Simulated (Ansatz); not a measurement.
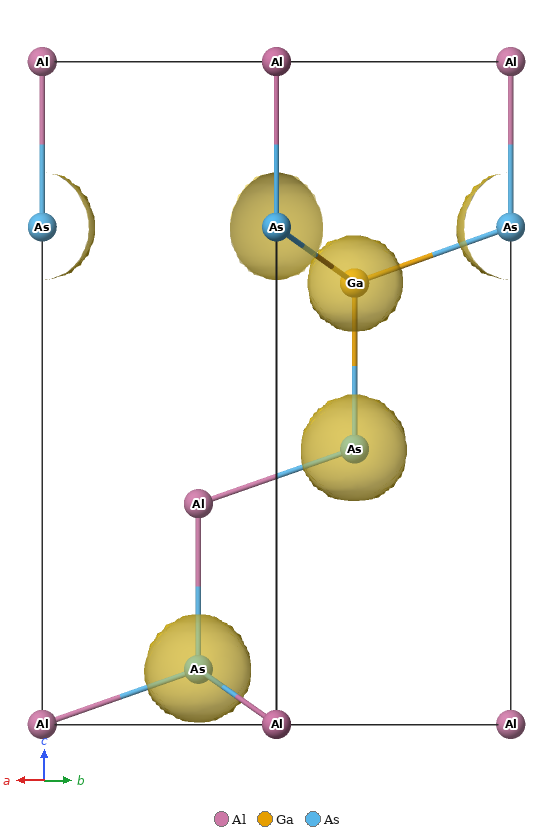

Al₂GaAs₃. Isosurface of the valence charge density (pseudo) at 1 e/Å³ (yellow), seen along [110]. Sticks mark near contacts.

Space group P3m1; a structure generated by program, which may or may not match a known phase.

All numbers below come from Ansatz, DFT PBE, scalar-relativistic, plane waves, PAW.

Core electrons are frozen (PAW), and the valence fields are smoothed inside the atomic spheres.

```
Al Ga As
1.0
     4.05395    0.00000    0.00000
    -2.02698    3.51083    0.00000
     0.00000    0.00000    9.93483
Al Ga As
2 1 3
Direct
  0.00000 0.00000 0.00036
  0.66667 0.33333 0.33339
  0.33333 0.66667 0.66625
  0.00000 0.00000 0.75082
  0.33333 0.66667 0.41582
  0.66667 0.33333 0.08336
```

**What does this surface tell about the bonding?**

At this value the density breaks into separate islands; it holds about 65 % of the electrons treated as valence (semicore included). It bridges none of the near contacts. It is pinched off along the shortest Al–As (2.48 Å) and Ga–As (2.49 Å) contacts. On the grid the lowest density along these lines, outside the cores, is 0.34 e/Å³ (Al–As, 2.48 Å) and 0.45 e/Å³ (Ga–As, 2.49 Å).
